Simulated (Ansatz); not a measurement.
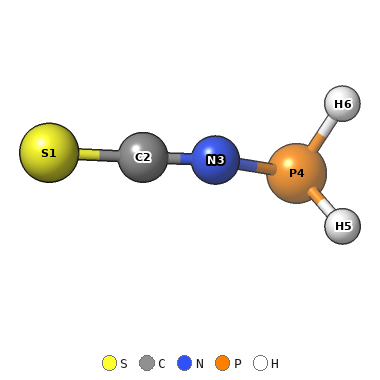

The system is CH₂NPS, SMILES PN=C=S; the picture shows the reference structure. 
- Coordinates scanned: (1) umbrella angle at P4 (between each of its bonds and their common axis; 90 is planar); (2) change of the bonds P4–N3, P4–H5, P4–H6, all alike.
- Nothing is relaxed (all other coordinates rigid).
- The grid has 15 × 15 points.
- Points are written as (first, second).
- All energies are given in kJ/mol relative to the lowest grid point.
- Theory: RKS r2SCAN-D4/def2-TZVP in Ansatz 0.2.0.

Its coordinates:

```yaml
atoms:
  - { symbol: S, position_ang: [1.3817, -2.3654, 1.5144] }
  - { symbol: C, position_ang: [0.7056, -1.1724, 0.7528] }
  - { symbol: N, position_ang: [0.2539, -0.2327, 0.1653] }
  - { symbol: P, position_ang: [-1.0576, 0.6078, -0.4975] }
  - { symbol: H, position_ang: [-0.4605, 0.9205, -1.7511] }
  - { symbol: H, position_ang: [-0.7394, 1.8907, 0.0303] }
```

Range: umbrella angle at P4 (between each of its bonds and their common axis; 90 is planar) from 46.8 to 133.2°; change of the bonds P4–N3, P4–H5, P4–H6, all alike from −0.166 to 0.257 Å.

> What will the energy surface look like?

The lowest grid point is at (120.8°, −0.015 Å). A higher local minimum lies near (59.2°, 0.015 Å) (11 kJ/mol above the lowest at that grid point). The highest grid point, (90.0°, 0.257 Å), lies 402 kJ/mol above the lowest. On the interpolated surface the easiest way out of the lowest well to the well at about (59°, 0.01 Å) passes a barrier of about 177 kJ/mol. Round the minimum the valley is somewhat tilted: raising the first coordinate shifts the best value of the second coordinate upwards (coupling k₁₂/√(k₁₁k₂₂) about −0.2).

```tsv
second ↓, first →	46.8	53.0	59.2	65.3	71.5	77.7	83.8	90.0	96.2	102.3	108.5	114.7	120.8	127.0	133.2
0.257	188	152	146	169	217	286	361	402	372	298	225	172	144	144	175
0.227	165	127	121	143	192	261	333	369	341	270	198	145	118	119	152
0.197	144	104	97	119	168	237	305	337	310	243	172	119	93	95	131
0.166	125	82	74	97	145	213	277	306	280	216	147	95	69	73	112
0.136	110	64	55	77	125	190	251	277	253	192	124	73	49	54	95
0.106	98	49	38	59	107	170	227	251	227	169	104	54	31	38	83
0.076	89	38	25	45	91	152	206	227	205	150	87	39	16	26	73
0.045	85	30	15	34	79	137	187	207	185	133	72	26	6	18	69
0.015	87	28	11	28	71	127	173	191	170	120	63	18	0	15	69
−0.015	94	32	12	27	68	121	164	181	160	113	58	16	0	18	76
−0.045	108	42	20	32	71	121	161	176	157	112	60	20	6	27	89
−0.076	132	61	35	45	81	128	166	179	160	118	69	32	21	45	112
−0.106	164	88	59	66	99	143	178	190	172	132	86	52	43	71	143
−0.136	206	126	93	97	127	168	200	211	194	156	112	81	76	108	184
−0.166	261	176	139	140	166	204	234	244	227	191	151	123	121	156	238
```

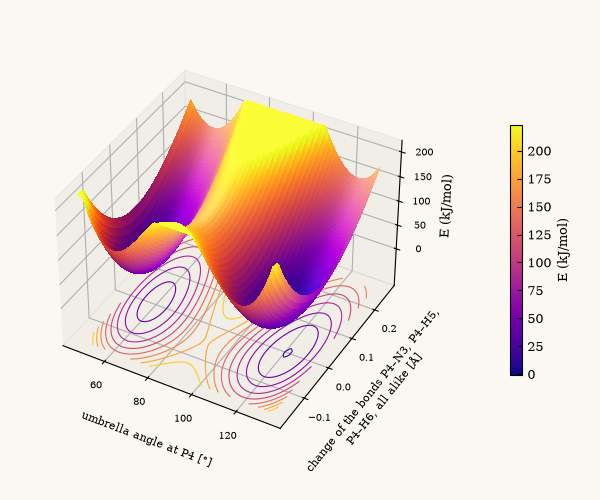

The picture shows a relief with its contours projected below, any walls above the top of the colour scale cut off. Between grid points the surface is interpolated.

Each point was launched as `ansatz run input.yaml --threads 1 --pin off --max-ram 2560MiB --backend cpu --events-out ev --progress --plain --runs-dir out`. Time for the 225 points that were run: 47 min on 1 thread of Arm Neoverse N1, on a shared host.
